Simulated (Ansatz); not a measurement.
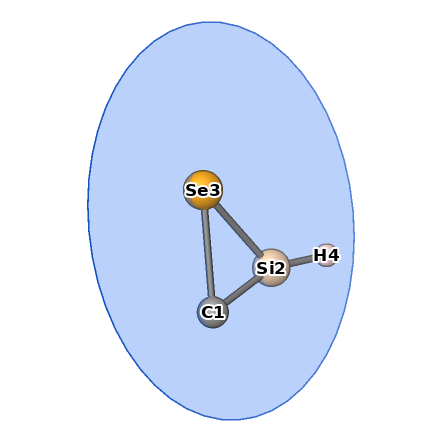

A disc through the centre of mass is drawn in. Depth is shown by fading: the farther an atom, the more it takes the colour of the background. The species is neutral and a spin doublet. The computed structure is the end point of a PBE0-D4/def2-TZVP optimisation. No frequency run is at hand to confirm it as a minimum.

Q: Is the plane of the disc a mirror plane of the structure?

A: Yes. The reflection leaves C1, Si2, Se3, H4 in place. The point group is Cs.
